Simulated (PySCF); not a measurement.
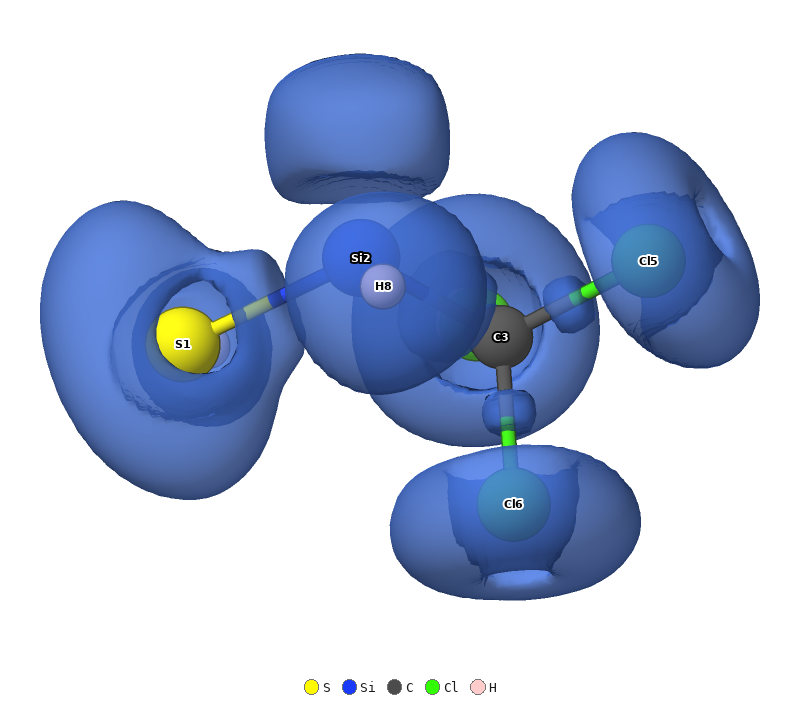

*CH2Cl3SSi (SMILES S[SiH]C(Cl)(Cl)Cl) (doublet). Isosurface of the ELF at 0.8 (blue), seen from one side. Core shells and regions of very low density are left out.*

Geometry: GFN2-xTB.

Theory: PySCF, UKS B3LYP, pcH-1 on C Cl H S Si, non-relativistic, mean-field spin-orbit, GIAO.

```xyz
8

S     2.3293   -0.3801    0.1070
Si    0.3229   -1.1304    0.1665
C    -0.9154    0.3380   -0.1495
Cl   -0.5790    1.1605   -1.6904
Cl   -2.5762   -0.2861   -0.1849
Cl   -0.7922    1.5409    1.1745
H     2.1568    0.3993   -0.9529
H     0.0629   -1.6326    1.5050
```

Identify the bonds, lone pairs and shells in this picture.

Answer. The surface consists of three regions between bonded C–Cl atoms (shared pairs), one region between bonded C–Si atoms (shared pairs), two regions around hydrogen nuclei, one region on S in which the atom's valence shell and bonds are merged, three rings or bowls of non-bonding electrons around Cl and one lobe on Si, pointing away from the bonds (non-bonding electrons).

Values along the shortest contacts:
C–Cl (1.77 Å): the ELF peaks at about 0.90 between the atoms (a covalent bond). C–Si (1.95 Å): the ELF peaks at about 1 between the atoms; a shared electron pair.
